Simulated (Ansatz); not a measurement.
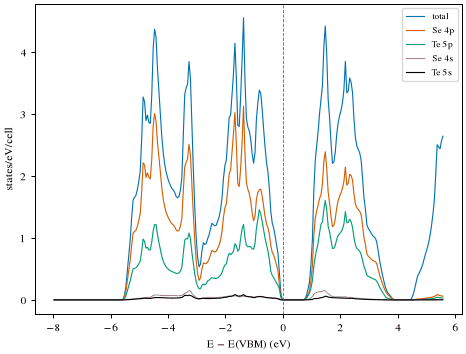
Total and projected density of states of TeSe2 in space group C2 (No. 5; Te on 2b, Se on 4c), PBE in the plane-wave PAW code Ansatz

### Question
Which orbitals carry the states next to the gap?

### Answer
Top 1 eV of the valence band: Se 4p 56 %, Te 5p 39 %. Bottom 1 eV of the conduction band: Se 4p 55 %, Te 5p 35 %. Projections are on Löwdin-orthogonalised atomic valence shells; empty p or d shells of many metals are not among them.

### Question
Where is the tallest occupied peak in this window, and what makes it?

### Answer
Near -1.4 eV, about 4.6 states/eV per cell; the largest projected share is Se 4p.

The first step of the workflow began from a Materials Project structure, measured or hypothetical; the Crystallography Open Database copy checked does not list it. Whether it is the stable phase at ambient conditions was not checked. The cell was relaxed with PBE under the symmetry of its start; its stability against distortions is not shown here. A crystal of weakly bound chains computed without a dispersion correction: the cell and the soft elastic constants depend strongly on that. Spin–orbit coupling is left out wherever it is not named.

Potentials: the later of the program's two PAW sets.
